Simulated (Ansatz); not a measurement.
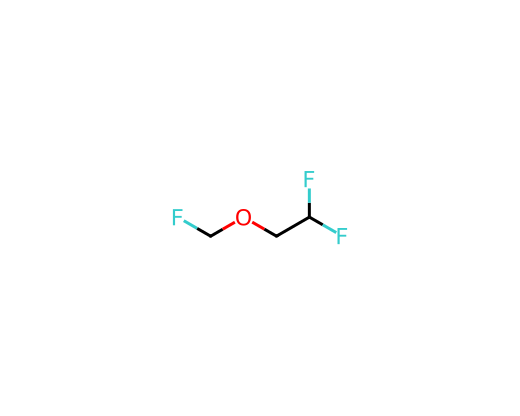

The geometry was computed by an optimisation with PBE0-D4/def2-TZVP. No frequency run is at hand to confirm it as a minimum. Program: Ansatz 0.2.0.

Compare dipole (D), HOMO energy (eV) at these levels: B3LYP-D4/def2-TZVPP; PBE-D4/def2-TZVPP; r2SCAN-D4/def2-TZVPP; ωB97M-V/def2-TZVPP.

```tsv
level	dipole (D)	HOMO energy (eV)
B3LYP-D4/def2-TZVPP	1.04	−8.53
PBE-D4/def2-TZVPP	0.95	−7.09
r2SCAN-D4/def2-TZVPP	1.00	−7.44
ωB97M-V/def2-TZVPP	1.02	−11.18
```
